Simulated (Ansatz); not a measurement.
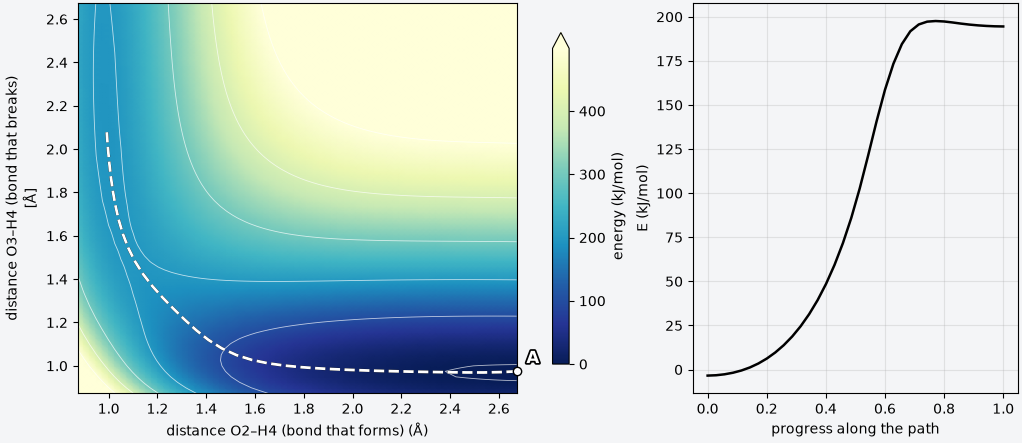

The reacting system H4O4Si. The first coordinate is: distance O2–H4 (bond that forms); the second: distance O3–H4 (bond that breaks). Relaxed at each point: all other coordinates. The scan uses a 9 × 9 grid. Points are written as (first, second). Energies are in kJ/mol, from the lowest grid point. The reference is spin-restricted, so regions where a bond is pulled apart into radicals lie too high. Level of theory: RKS PBE0-D4/def2-SVP in Ansatz.

In the figure: a smooth colour map with a few white contour lines, a line along the lowest path, one colour for all values above the top of the scale, the energy along the path at the right, the start A. Between grid points the surface is interpolated.

Describe the path and its barrier.

Answer. The easiest path runs from the side where the first distance is long, (2.673 Å, 1.007 Å), to the well on the other side, about (0.99 Å, 2.08 Å). Its highest point, at about (1.08 Å, 1.54 Å), lies about 200 kJ/mol above the start and 3.1 kJ/mol above the end on the interpolated surface. An end on the edge of the scan is no minimum, so the barrier from there is a lower bound.
